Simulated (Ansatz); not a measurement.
# BSiH2Cl3: geometry relaxation

- system: BSiH2Cl3
- method: RKS PBE-D4/def2-SVP (Ansatz 0.2.0)

The geometry: force-field start. Figures and captions count atoms from 1; the log counts them from 0 in places.

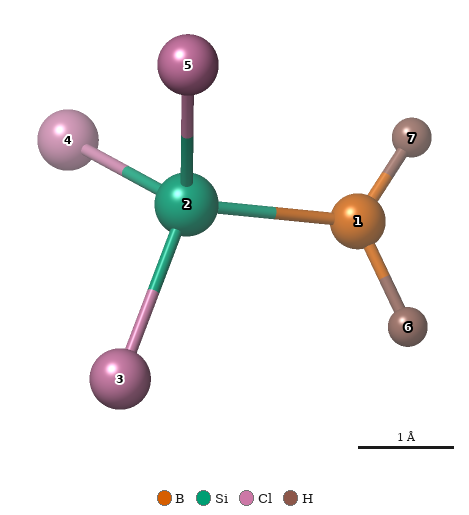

The starting structure (ball-and-stick view, seen at a tilt; atoms are numbered from 1 in the order of the input). Bond lengths as drawn: B–H 1.14 to 1.24 Å, B–Si 1.96 Å and Cl–Si 2.08 to 2.12 Å.

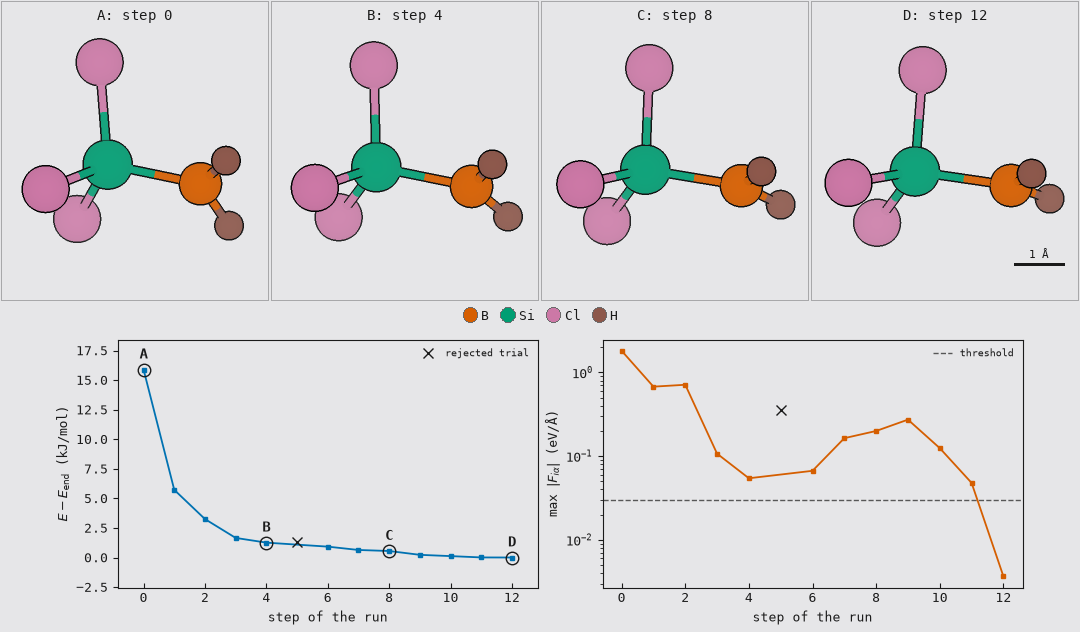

Frames of the relaxation (ball-and-stick view, seen at a tilt) above the curves, on which the letters mark them (the first geometry is step 0 here and step 1 in the log).

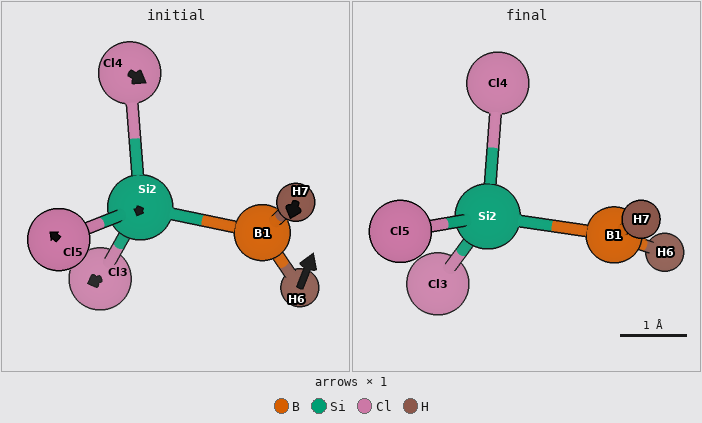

Before (left) and after (right) the relaxation, at one scale (ball-and-stick view, seen at a tilt). The black arrows give the displacements, at true length. H6 moves most after the best rigid fit: 0.62 Å. Largest moves by element: H 0.62 Å, Cl 0.33 Å, Si 0.15 Å, B 0.04 Å. Distances before and after: B1–H7 1.144 → 1.213 Å, Si2–Cl3 2.124 → 2.070 Å, Si2–Cl5 2.105 → 2.070 Å, B1–Si2 1.957 → 1.991 Å. Among the angles that change: B1–Si2–Cl4 107.7° → 96.5°, B1–Si2–Cl5 109.2° → 116.7°, B1–Si2–Cl3 111.6° → 116.7°. After 12 geometry steps the energy has fallen by 15.9 kJ/mol. The largest force component goes from 1.8 to 0.0037 eV/Å. The line search rejected the trial step at point 5 (counted from 0) and went back. (Atoms are counted from 1 in the order of the input.)

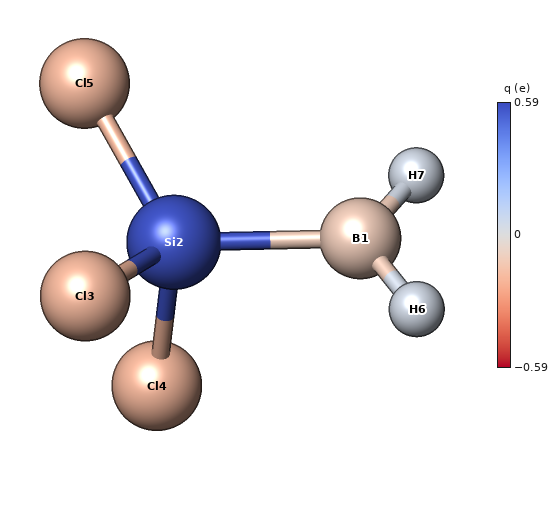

Mulliken charges, as the colour of each atom (ball-and-stick view, seen at a tilt; atoms are numbered from 1 in the order of the input). By element: B −0.10, Si +0.57, Cl −0.19 to −0.18 and H +0.04 e.

The input and output of the run follow.

## Input file
```yaml
crystal:
  periodic: [false, false, false]
  atoms:
    - {symbol: B, position_ang: [0.290100, 0.127500, 1.208100]}
    - {symbol: Si, position_ang: [-0.153100, -0.109900, -0.683500]}
    - {symbol: Cl, position_ang: [-2.038400, 0.746100, -1.158000]}
    - {symbol: Cl, position_ang: [-0.129200, -2.150300, -1.087700]}
    - {symbol: Cl, position_ang: [1.343200, 0.786200, -1.862500]}
    - {symbol: H, position_ang: [-0.528200, 0.766700, 1.878700]}
    - {symbol: H, position_ang: [1.276800, -0.234300, 1.659100]}
basis:
  gaussian: {orbitals: def2-SVP}
hamiltonian: {xc: pbe, dispersion: d4}
relax: {f_tol: 0.03, max_steps: 200}
```

Command:
```bash
ansatz run in.yaml --threads 4 --pin off --events-out ev --progress --plain --max-ram 10444MiB
```

## Log
```
Functional definition: PBE
  name "PBE"
  cite "Perdew, Burke & Ernzerhof, Phys. Rev. Lett. 77, 3865 (1996) doi:10.1103/PhysRevLett.77.3865"
  parent pbe
  parameter kappa = 0.804
  parameter beta = 0.06672455060314922
  exchange = pbe_x(kappa = kappa, mu = beta*pi^2/3)
  correlation = pbe_c(beta = beta)
1051 factors; their error is unknown
mean field evaluation 1: about -46120.0365 eV, gradient 2.2e1 eV
mean field evaluation 2: about -46119.9919 eV, gradient 2.2e1 eV
mean field evaluation 4: about -46121.8375 eV, gradient 9.5e-1 eV
mean field evaluation 8: about -46121.7705 eV, gradient 2.9e-2 eV
mean field -46121.77046723 eV, -1694.9438022119 hartree, gradient 7.4e-5 eV, S^2 0.000000; 0 other end points of the search recorded, 0 dependent functions left out
the calculation of the forces begins
reference -46121.77049899 eV, -1694.9438033789 hartree; 36, 36 occupied and 60, 60 virtual orbitals, 1051 factors
relax step   1: F+E_penalty+E_count = -46122.02900631 eV  Δ(F+E_penalty+E_count) = +0.000e0 eV  max|allowed force component| = 1.816e0 eV/Å  Δτ_max = 0.0000 Å  (24 SCF iters, accepted)
these checks for a lower state are left out or cut short: starts, cluster_reference, orbital_swaps, neighbouring_geometries, increment
1051 factors; their error is unknown
mean field evaluation 16: about -46121.9459 eV, gradient 1.2e-1 eV
mean field -46121.87512591 eV, -1694.9476483475 hartree, gradient 9.4e-6 eV, S^2 0.000000; 0 other end points of the search recorded, 0 dependent functions left out
[... from here on the field's lines of each further geometry are left out, up to the last ...]
relax step   2: F+E_penalty+E_count = -46122.13439863 eV  Δ(F+E_penalty+E_count) = -1.054e-1 eV  max|allowed force component| = 6.767e-1 eV/Å  Δτ_max = 0.1273 Å  (28 SCF iters, accepted)
relax step   3: F+E_penalty+E_count = -46122.15998757 eV  Δ(F+E_penalty+E_count) = -2.559e-2 eV  max|allowed force component| = 7.129e-1 eV/Å  Δτ_max = 0.1279 Å  (27 SCF iters, accepted)
relax step   4: F+E_penalty+E_count = -46122.17650754 eV  Δ(F+E_penalty+E_count) = -1.652e-2 eV  max|allowed force component| = 1.071e-1 eV/Å  Δτ_max = 0.0533 Å  (27 SCF iters, accepted)
relax step   5: F+E_penalty+E_count = -46122.18064121 eV  Δ(F+E_penalty+E_count) = -4.134e-3 eV  max|allowed force component| = 5.443e-2 eV/Å  Δτ_max = 0.1285 Å  (26 SCF iters, accepted)
relax step   6: F+E_penalty+E_count = -46122.17984454 eV  Δ(F+E_penalty+E_count) = +7.967e-4 eV  max|allowed force component| = 3.573e-1 eV/Å  Δτ_max = 0.1953 Å  (28 SCF iters, rejected (line search))
relax step   7: F+E_penalty+E_count = -46122.18414931 eV  Δ(F+E_penalty+E_count) = -3.508e-3 eV  max|allowed force component| = 6.681e-2 eV/Å  Δτ_max = 0.0975 Å  (26 SCF iters, accepted)
relax step   8: F+E_penalty+E_count = -46122.18707042 eV  Δ(F+E_penalty+E_count) = -2.921e-3 eV  max|allowed force component| = 1.640e-1 eV/Å  Δτ_max = 0.0964 Å  (28 SCF iters, accepted)
relax step   9: F+E_penalty+E_count = -46122.18798173 eV  Δ(F+E_penalty+E_count) = -9.113e-4 eV  max|allowed force component| = 1.999e-1 eV/Å  Δτ_max = 0.0693 Å  (28 SCF iters, accepted)
relax step  10: F+E_penalty+E_count = -46122.19132706 eV  Δ(F+E_penalty+E_count) = -3.345e-3 eV  max|allowed force component| = 2.731e-1 eV/Å  Δτ_max = 0.0897 Å  (29 SCF iters, accepted)
relax step  11: F+E_penalty+E_count = -46122.19244282 eV  Δ(F+E_penalty+E_count) = -1.116e-3 eV  max|allowed force component| = 1.247e-1 eV/Å  Δτ_max = 0.0324 Å  (28 SCF iters, accepted)
relax step  12: F+E_penalty+E_count = -46122.19360703 eV  Δ(F+E_penalty+E_count) = -1.164e-3 eV  max|allowed force component| = 4.791e-2 eV/Å  Δτ_max = 0.0115 Å  (29 SCF iters, accepted)
the calculation of the forces begins
reference -46121.93341770 eV, -1694.9497905313 hartree; 36, 36 occupied and 60, 60 virtual orbitals, 1051 factors
relax step  13: F+E_penalty+E_count = -46122.19367507 eV  Δ(F+E_penalty+E_count) = -6.804e-5 eV  max|allowed force component| = 3.667e-3 eV/Å  Δτ_max = 0.0020 Å  (22 SCF iters, accepted)
1051 factors; their error is unknown
mean field -46121.93338601 eV, -1694.9497893664 hartree, gradient 2.2e-5 eV, S^2 0.000000; 1 other end points of the search recorded, 0 dependent functions left out
the calculation of the forces begins
reference -46121.93341770 eV, -1694.9497905313 hartree; 36, 36 occupied and 60, 60 virtual orbitals, 1051 factors
Total energy: -46122.19370677 eV, -1694.9593559781 hartree
Atom 0 at     0.271167     0.166126     1.223518 Å, force    -0.000047    -0.001261    -0.002381 eV/Å
Atom 1 at    -0.134847     0.033703    -0.721489 Å, force    -0.000264     0.002484    -0.002074 eV/Å
Atom 2 at    -1.923154     0.861525    -1.355826 Å, force     0.003667    -0.001345     0.001317 eV/Å
Atom 3 at    -0.278821    -2.052271    -0.793606 Å, force     0.000276     0.000816     0.000680 eV/Å
Atom 4 at     1.347319     0.658959    -2.024605 Å, force    -0.003400    -0.001216     0.003168 eV/Å
Atom 5 at    -0.639648     0.195959     2.023883 Å, force    -0.001122     0.000296    -0.000394 eV/Å
Atom 6 at     1.419184     0.067999     1.602326 Å, force     0.000890     0.000226    -0.000316 eV/Å
Dipole moment:     0.054793     0.093057     0.239861 e Å
```

## Trajectory as extended XYZ (Å, eV, eV/Å), 13 frames, from step=1 to step=13
```
7
Properties=species:S:1:pos:R:3:forces:R:3 step=1 energy=-46122.02901
B     0.2901    0.1275    1.2081   -1.8161   1.2411   0.0969
Si   -0.1531   -0.1099   -0.6835   -0.3065   0.2290  -0.9517
Cl   -2.0384    0.7461   -1.1580    0.7595  -0.4188   0.0424
Cl   -0.1292   -2.1503   -1.0877   -0.1736   0.0536  -0.0499
Cl    1.3432    0.7862   -1.8625   -0.3988  -0.0989   0.2369
H    -0.5282    0.7667    1.8787    0.3763  -0.3308  -0.0836
H     1.2768   -0.2343    1.6591    1.5592  -0.6751   0.7091
7
Properties=species:S:1:pos:R:3:forces:R:3 step=2 energy=-46122.13440
B     0.3138    0.2186    1.2204   -0.6767  -0.2925   0.3620
Si   -0.1369   -0.1133   -0.6892   -0.2032   0.2126  -0.4515
Cl   -1.9879    0.6663   -1.2434    0.1173  -0.0536   0.0535
Cl   -0.2015   -2.1486   -1.1130    0.0887   0.0898   0.0922
Cl    1.2927    0.8326   -1.8734    0.0073  -0.0895   0.0556
H    -0.5018    0.7716    1.9469    0.2767   0.0872  -0.1574
H     1.2828   -0.2953    1.7058    0.3900   0.0461   0.0456
7
Properties=species:S:1:pos:R:3:forces:R:3 step=3 energy=-46122.15999
B     0.2725    0.1658    1.2455   -0.0969   0.0670  -0.5904
Si   -0.1699   -0.0750   -0.7280    0.3110  -0.2128   0.7129
Cl   -1.9930    0.7029   -1.2733   -0.2075   0.1211  -0.1636
Cl   -0.2066   -2.1310   -1.0574   -0.0132   0.0201  -0.0498
Cl    1.3325    0.7853   -1.8629    0.0187   0.0626  -0.1241
H    -0.5247    0.6887    1.9844   -0.0853   0.0162   0.1769
H     1.3504   -0.2048    1.6458    0.0732  -0.0742   0.0379
7
Properties=species:S:1:pos:R:3:forces:R:3 step=4 energy=-46122.17651
B     0.2590    0.1835    1.2449    0.0749  -0.0538  -0.0411
Si   -0.1692   -0.0776   -0.6952   -0.0405   0.0068  -0.1071
Cl   -1.9837    0.7016   -1.3237   -0.0052   0.0074   0.0107
Cl   -0.2026   -2.1277   -1.0500    0.0053   0.0176   0.0515
Cl    1.3209    0.7850   -1.8604   -0.0062   0.0009   0.0498
H    -0.5127    0.6834    2.0360    0.0183  -0.0125  -0.0035
H     1.3495   -0.2161    1.6025   -0.0465   0.0337   0.0398
7
Properties=species:S:1:pos:R:3:forces:R:3 step=5 energy=-46122.18064
B     0.2695    0.1771    1.2356   -0.0410  -0.0077  -0.0535
Si   -0.1668   -0.0576   -0.7041    0.0412   0.0082  -0.0225
Cl   -1.9711    0.7420   -1.3333    0.0034   0.0052   0.0075
Cl   -0.2345   -2.1179   -0.9927   -0.0013  -0.0003   0.0170
Cl    1.3351    0.7583   -1.8826   -0.0077  -0.0023  -0.0180
H    -0.5554    0.5622    2.0343   -0.0072  -0.0026   0.0544
H     1.3845   -0.1321    1.5971    0.0126  -0.0005   0.0151
7
Properties=species:S:1:pos:R:3:forces:R:3 step=6 energy=-46122.17984 accepted=F
B     0.2767    0.1722    1.2256   -0.2032   0.0435   0.3123
Si   -0.1618   -0.0248   -0.7144    0.1072   0.0090   0.0007
Cl   -1.9482    0.8029   -1.3561    0.0150  -0.0088   0.0132
Cl   -0.2771   -2.1005   -0.9052    0.0038   0.0485  -0.0007
Cl    1.3544    0.7138   -1.9243   -0.0443  -0.0341  -0.0401
H    -0.6168    0.3775    2.0503    0.3573  -0.0912  -0.2433
H     1.4340   -0.0092    1.5783   -0.2358   0.0331  -0.0420
7
Properties=species:S:1:pos:R:3:forces:R:3 step=7 energy=-46122.18415
B     0.2631    0.1727    1.2282    0.0071   0.0328   0.0663
Si   -0.1539   -0.0401   -0.7171    0.0083   0.0361   0.0644
Cl   -1.9552    0.7759   -1.3314   -0.0023  -0.0020  -0.0294
Cl   -0.2487   -2.1093   -0.9436    0.0052   0.0119  -0.0084
Cl    1.3446    0.7365   -1.9239   -0.0243  -0.0300  -0.0114
H    -0.5837    0.4700    2.0490    0.0288  -0.0454  -0.0668
H     1.3951   -0.0738    1.5930   -0.0228  -0.0034  -0.0147
7
Properties=species:S:1:pos:R:3:forces:R:3 step=8 energy=-46122.18707
B     0.2648    0.1783    1.2296   -0.0170  -0.0367   0.1464
Si   -0.1492   -0.0144   -0.7195    0.0405   0.0068   0.0525
Cl   -1.9450    0.8017   -1.3452   -0.0139   0.0154  -0.0200
Cl   -0.2594   -2.0903   -0.9031    0.0005   0.0234   0.0186
Cl    1.3485    0.7052   -1.9607   -0.0295  -0.0107   0.0076
H    -0.6088    0.3777    2.0607    0.1288  -0.0364  -0.1640
H     1.4103   -0.0262    1.5924   -0.1094   0.0382  -0.0411
7
Properties=species:S:1:pos:R:3:forces:R:3 step=9 energy=-46122.18798
B     0.2666    0.1642    1.2317   -0.0295   0.0849   0.1683
Si   -0.1454   -0.0033   -0.7187    0.0337   0.0022   0.0227
Cl   -1.9298    0.8282   -1.3578   -0.0233   0.0015   0.0110
Cl   -0.2739   -2.0824   -0.8699    0.0029   0.0166   0.0079
Cl    1.3449    0.6901   -1.9829   -0.0113  -0.0257   0.0274
H    -0.6258    0.3105    2.0591    0.1980  -0.0743  -0.1999
H     1.4245    0.0246    1.5926   -0.1706  -0.0052  -0.0374
7
Properties=species:S:1:pos:R:3:forces:R:3 step=10 energy=-46122.19133
B     0.2694    0.1695    1.2174    0.0396  -0.0158   0.1923
Si   -0.1355    0.0260   -0.7140   -0.0561  -0.0495  -0.2731
Cl   -1.9270    0.8514   -1.3520    0.0466  -0.0152   0.0242
Cl   -0.2767   -2.0625   -0.8134    0.0098   0.0846   0.0269
Cl    1.3483    0.6682   -2.0118   -0.0353  -0.0148   0.0381
H    -0.6296    0.2269    2.0269   -0.0542   0.0059   0.0081
H     1.4122    0.0525    1.6012    0.0496   0.0048  -0.0165
7
Properties=species:S:1:pos:R:3:forces:R:3 step=11 energy=-46122.19244
B     0.2696    0.1742    1.2177   -0.0204  -0.0914   0.1247
Si   -0.1369    0.0304   -0.7240    0.0035   0.0359  -0.0066
Cl   -1.9263    0.8616   -1.3526    0.0202  -0.0157  -0.0172
Cl   -0.2790   -2.0563   -0.7909    0.0016   0.0264  -0.0113
Cl    1.3543    0.6624   -2.0157   -0.0355  -0.0183  -0.0024
H    -0.6406    0.1964    2.0263    0.0779   0.0285  -0.0750
H     1.4201    0.0634    1.5934   -0.0473   0.0346  -0.0122
7
Properties=species:S:1:pos:R:3:forces:R:3 step=12 energy=-46122.19361
B     0.2713    0.1658    1.2244   -0.0100   0.0025  -0.0479
Si   -0.1354    0.0338   -0.7226    0.0067  -0.0043   0.0319
Cl   -1.9238    0.8615   -1.3567    0.0049  -0.0026   0.0003
Cl   -0.2785   -2.0528   -0.7938   -0.0003   0.0090  -0.0017
Cl    1.3475    0.6595   -2.0246   -0.0045  -0.0015   0.0014
H    -0.6382    0.1969    2.0248   -0.0204  -0.0003   0.0122
H     1.4183    0.0674    1.6028    0.0236  -0.0028   0.0039
7
Properties=species:S:1:pos:R:3:forces:R:3 step=13 energy=-46122.19368
B     0.2712    0.1661    1.2235    0.0000  -0.0013  -0.0024
Si   -0.1348    0.0337   -0.7215   -0.0003   0.0025  -0.0021
Cl   -1.9232    0.8615   -1.3558    0.0037  -0.0013   0.0013
Cl   -0.2788   -2.0523   -0.7936    0.0003   0.0008   0.0007
Cl    1.3473    0.6590   -2.0246   -0.0034  -0.0012   0.0032
H    -0.6396    0.1960    2.0239   -0.0011   0.0003  -0.0004
H     1.4192    0.0680    1.6023    0.0009   0.0002  -0.0003
```

## Summary

- outcome: converged
- total energy: −46122.1937 eV
- mean-field energy: −46121.9334 eV
- dispersion energy: −0.2603 eV
- SCF solution under orbital rotations: stable
- largest force (length of the vector) at the end: 0.005 eV/Å
- dipole moment: 1.26 D
- hardware: 4 threads of Arm Neoverse V2, 23 GiB of memory available, shared host
- wall time: 11 s (CPU time 39 s)
- peak memory: 0.15 GiB
